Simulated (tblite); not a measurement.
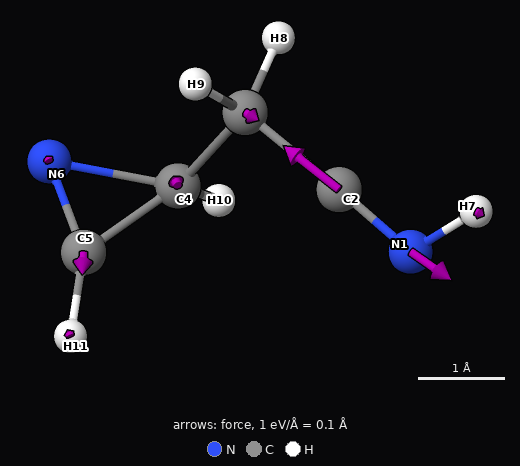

Starting geometry of C4H5N2 (multiplicity 2) with the computed forces as purple arrows. A ball-and-stick model, seen at a tilt.

Theory: GFN2-xTB geometry optimisation, gas phase (tblite 0.8.0). 

What follows when this structure is relaxed?

It isn't relaxed: the largest force vector, on a C atom, is 8.86 eV/Å. The final displacements have little in common with the starting forces (cosine between the two patterns −0.04). After 55 geometry steps the energy has fallen by 1.000 eV. An H atom moves most after the best rigid fit: 0.66 Å. Largest moves by element: H 0.66 Å, C 0.55 Å, N 0.34 Å. Among the contacts that change: C–N 1.156 → 1.238 Å, C–C 1.409 → 1.448 Å, C–N 1.538 → 1.502 Å, C–C 1.488 → 1.521 Å. Bond angles that change, for instance: N–C–C 178.3° → 129.3°, C–C–H 136.2° → 148.7°, C–C–C 102.8° → 113.8°. Cost: 0.24 s on 1 thread of Arm Neoverse V1, with other jobs on the host.
